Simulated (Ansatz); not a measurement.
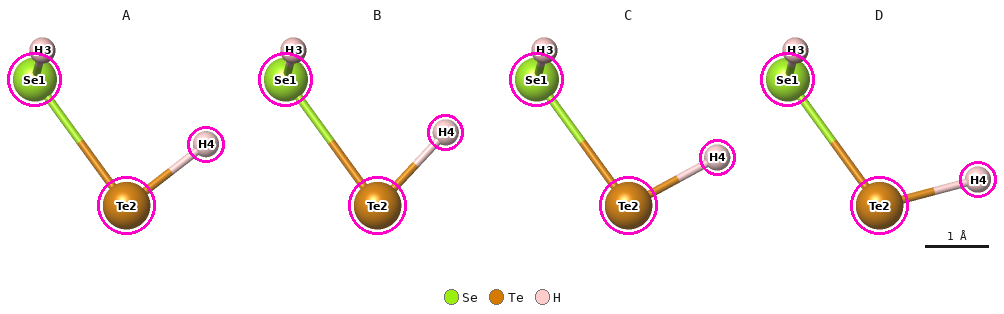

Energy scan for H$_{2}$TeSe, in which the H4–Te2–Se1 angle is varied, with the rest of the molecule carried along rigidly. The picture is a ball-and-stick view, seen onto the plane of the angle, with a slight tilt. The ringed atoms are those of the scanned coordinate.

Level of theory: CCSD(T) (def2-TZVPP, Ansatz), on geometries moved rigidly from the minimum at PBE0-D4/def2-TZVP. Coupled cluster with a frozen core. Elements past krypton carry the basis set's effective core potentials. Energies are counted from the PBE0-D4/def2-TZVP minimum geometry at the same level.

Order these geometries by energy, lowest first.

Lowest first: C (the angle 95.7°, 0.0 meV), A (the angle 86.7°, 50.5 meV), D (the angle 109.2°, 109.6 meV), B (the angle 77.7°, 209.7 meV). Over the whole scan: of the computed points the lowest is at the angle 95.7°, 0.0 meV. At the ends of the scan the energy is 209.7 meV (77.7°) and 191.1 meV (113.7°). The curvature at the lowest point is about 4.1 eV/rad².
